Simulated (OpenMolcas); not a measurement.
## CH2ClF (chlorofluoromethane): a line through the functionals

CH2ClF: 5 atoms, total charge 0, spin state singlet. SMILES: `FCCl`. The coordinates come from a PBE0-D4/def2-TZVP relaxation.

The dipole moment y, in D, basis aug-cc-pVDZ; a is the functional's share of exact exchange. Programs: OpenMolcas 26.06.

```
functional     program     a  y (D)
      BLYP  OpenMolcas     0   1.74
    r2SCAN  OpenMolcas     0   1.80
     B3LYP  OpenMolcas   0.2      ?
      PBE0  OpenMolcas  0.25   1.83
     BHLYP  OpenMolcas   0.5   1.92
```

Question: Fit y = c + s·a to the known rows and predict B3LYP.

Answer: 
1. Means of the 4 rows: a = 0.1875, y = 1.823.
2. Σ(Δa)² = 0.17188, Σ(Δa·Δy) = 0.050625, so the slope is 0.050625/0.17188 = 0.29454.
3. Intercept: 1.823 − (0.29454) × 0.1875 = 1.768. The largest residual of the fit is 0.032.
4. B3LYP: 1.768 + (0.29454) × 0.2 = 1.83 D.

The run gave 1.82 D, so the prediction is off by +0.01 D, within the scatter of the fit. More exact exchange makes the molecule more polar here. The rows mix families of semi-local functionals, which the line can't see. The measured value is 1.82 D (NIST CCCBDB); in this basis the line meets it at a = 0.18.

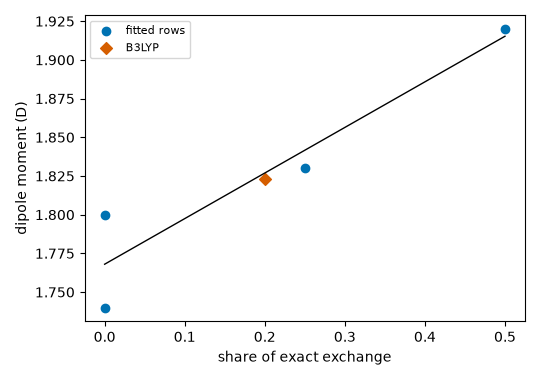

The fitted line, with the withheld row.
